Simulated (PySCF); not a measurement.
CH3F3, SMILES `F.FCF`.

Computed with PySCF, r2SCAN/aug-cc-pVDZ, geometry: GFN2-xTB.

Cartesian coordinates (Å):

```
F1      -2.8782   -0.1116   -0.1006
H2      -1.9927   -0.2258    0.1749
F3      -0.0255    0.1071    0.2727
C4       1.2059    0.5117   -0.1134
F5       2.0211   -0.5495   -0.0535
H6       1.1445    0.8637   -1.1516
H7       1.5562    1.2783    0.5897
```

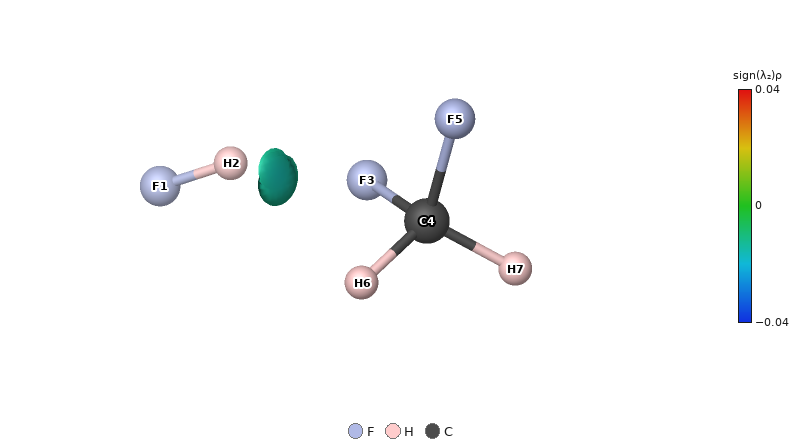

Non-covalent interaction surfaces between the fragments (reduced density gradient s = 0.5, coloured by sign(λ₂)ρ in a.u.; trimmed to the region between the fragments where ρ is under 0.06 a.u.). Fragment A: HF (atoms 1–2); fragment B: H2CF2.

> Interpret the surfaces between the fragments.

Bond critical points between the fragments: H2···F3, hydrogen bond, 2.00 Å, ρ = 0.015 a.u. It is weak and appears green, as weak hydrogen bonds do. The pose is a local one from a semi-empirical search, not shown to be the most stable.

> How strongly are they bound?

The counterpoise-corrected interaction energy of the frozen fragments is −2.9 kcal/mol without dispersion correction and −3.0 kcal/mol with D3(BJ). The pair geometry is semi-empirical, not a minimum at this level.
